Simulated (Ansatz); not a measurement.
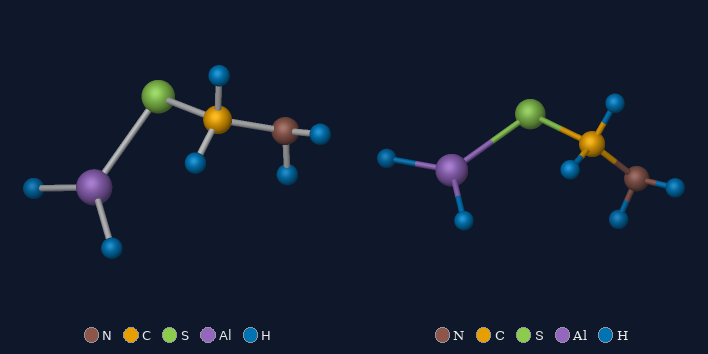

Two views of one molecule.

Computed geometry: PBE0-D4/def2-TZVP optimisation.

Describe the molecule.

It has 10 atoms: 1 carbon, 6 hydrogen, 1 aluminium, 1 nitrogen and 1 sulfur (CH6AlNS). As SMILES it reads `NC[S][AlH2]`. Among its groups: primary amine. This geometry has C1 symmetry. Coordination: 1 N trigonal pyramidal; 1 C tetrahedral; 1 S bent; 1 Al trigonal planar.

The parts below concern this one geometry. Atoms keep their numbers from picture to picture.

### Shape

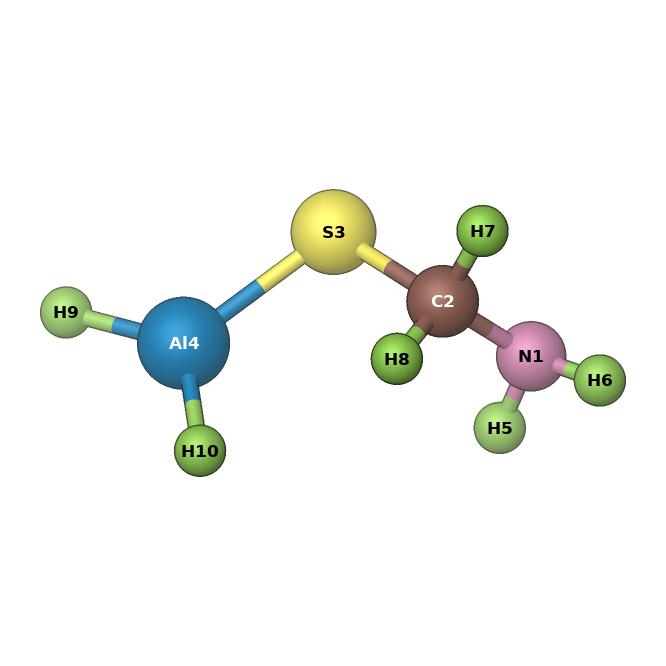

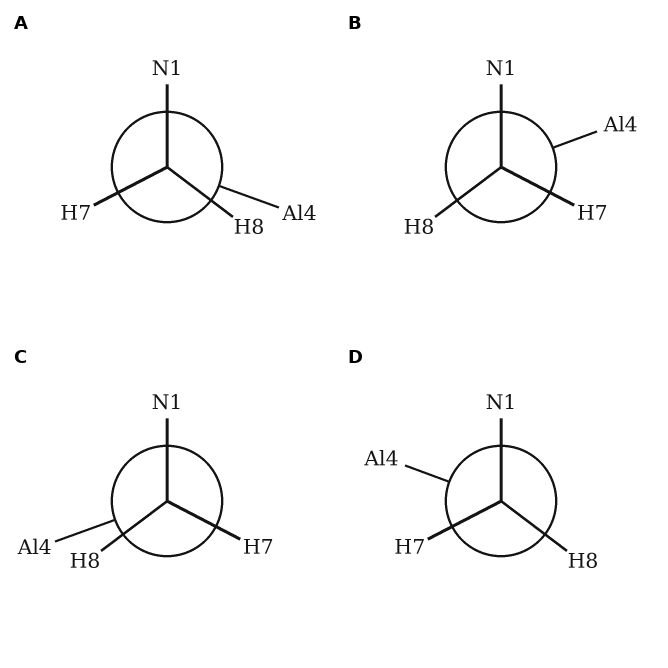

Atoms fade into the background with distance from the viewer. Bonds that would overlap in a projection are set slightly apart.

Question: Which Newman projection shows the view along C2–S3, with C2 in front?

Answer: A. The torsion angle N1–C2–S3–Al4 is 110°, anticlinal.

### Vibrations

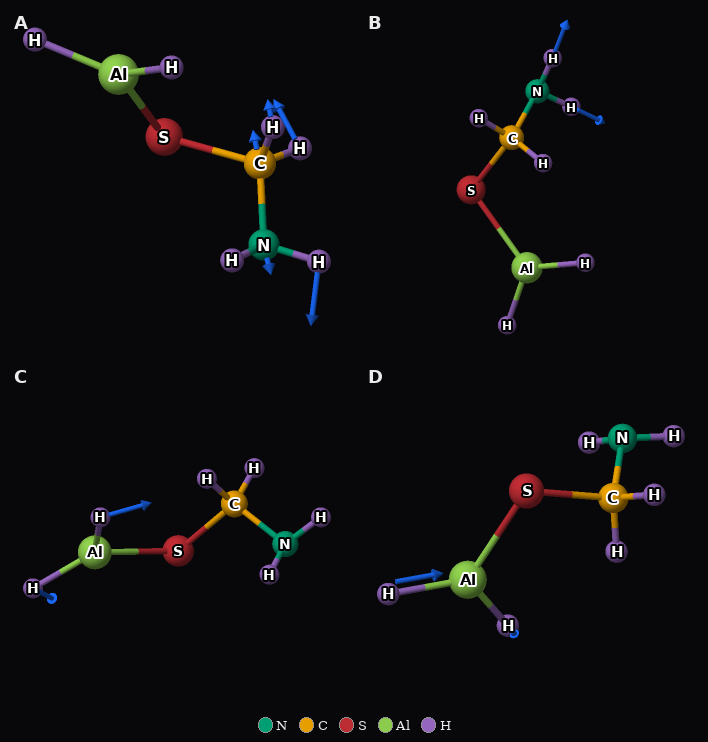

4 normal modes of one molecule or complex, as arrows. Harmonic vibrations computed with RKS PBE0-D4/def2-TZVP (Ansatz 0.2.0) at a stationary point of the same level.

Question: Match the panels to the wavenumbers 759 cm⁻¹, 1101 cm⁻¹, 1952 cm⁻¹, 3524 cm⁻¹.

Answer: A: 1101 cm⁻¹
B: 3524 cm⁻¹, in-phase stretching of 2 N–H bonds
C: 759 cm⁻¹, angle bending
D: 1952 cm⁻¹, Al–H stretching

### Thermal motion

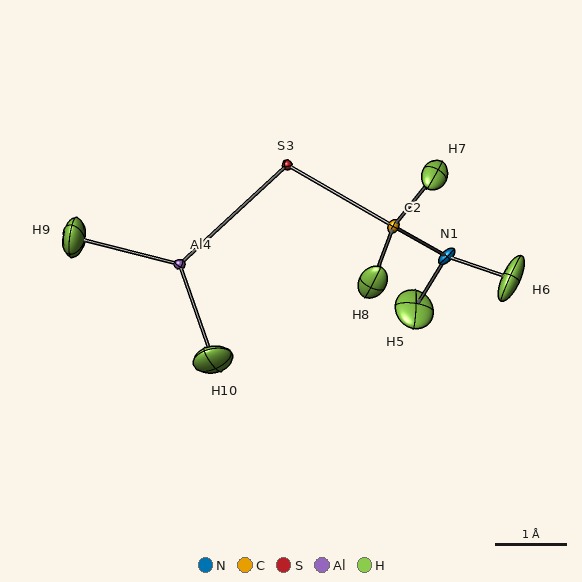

Displacement ellipsoids at the 50 % level, from the internal vibrations of the free molecule (harmonic, no overall translation or rotation; no half-axis is drawn under 0.075 Å). Vibrations computed with RKS PBE0-D4/def2-TZVP (Ansatz 0.2.0). Temperature: 0 K (zero-point motion alone).

Give the displacement parameters, one line for each set of equivalent atoms.

```json
{"atom": "N1", "U_eq (Å²)": "0.0039", "rms amplitudes (Å)": "0.026, 0.042, 0.096"}
{"atom": "C2", "U_eq (Å²)": "0.0026", "rms amplitudes (Å)": "0.038, 0.043, 0.067"}
{"atom": "S3", "U_eq (Å²)": "0.0011", "rms amplitudes (Å)": "0.022, 0.026, 0.047"}
{"atom": "Al4", "U_eq (Å²)": "0.0014", "rms amplitudes (Å)": "0.019, 0.027, 0.054"}
{"atom": "H5", "U_eq (Å²)": "0.0320", "rms amplitudes (Å)": "0.081, 0.180, 0.239"}
{"atom": "H6", "U_eq (Å²)": "0.0259", "rms amplitudes (Å)": "0.083, 0.126, 0.234"}
{"atom": "H7", "U_eq (Å²)": "0.0196", "rms amplitudes (Å)": "0.084, 0.118, 0.194"}
{"atom": "H8", "U_eq (Å²)": "0.0212", "rms amplitudes (Å)": "0.084, 0.125, 0.202"}
{"atom": "H9", "U_eq (Å²)": "0.0316", "rms amplitudes (Å)": "0.101, 0.177, 0.231"}
{"atom": "H10", "U_eq (Å²)": "0.0313", "rms amplitudes (Å)": "0.095, 0.183, 0.226"}
```

### Levels of theory compared

Program: Ansatz 0.2.0.

Compare dipole (D) at these levels: B3LYP-D4/def2-TZVPP; PBE-D4/def2-TZVPP; PBE0-D4/def2-TZVP; r2SCAN-D4/def2-TZVPP; ωB97M-V/def2-TZVPP.

```tsv
level	dipole (D)
B3LYP-D4/def2-TZVPP	2.38
PBE-D4/def2-TZVPP	2.36
PBE0-D4/def2-TZVP	2.48
r2SCAN-D4/def2-TZVPP	2.45
ωB97M-V/def2-TZVPP	2.40
```

### Charges

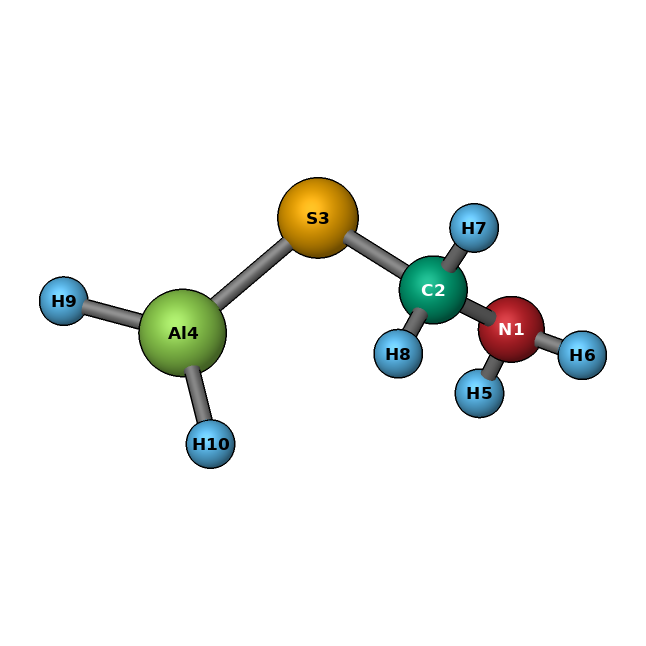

The questions are on Mulliken charges. Properties computed with RKS B3LYP-D4/def2-TZVPP (Ansatz 0.2.0).

Give the Mulliken charges atom by atom.

```tsv
atom	value (e)
N1	−0.31
C2	−0.06
S3	−0.21
Al4	0.37
H5	0.13
H6	0.13
H7	0.12
H8	0.11
H9	−0.13
H10	−0.15
```

Mulliken values depend strongly on the basis set and can even reverse the polarity of a bond.
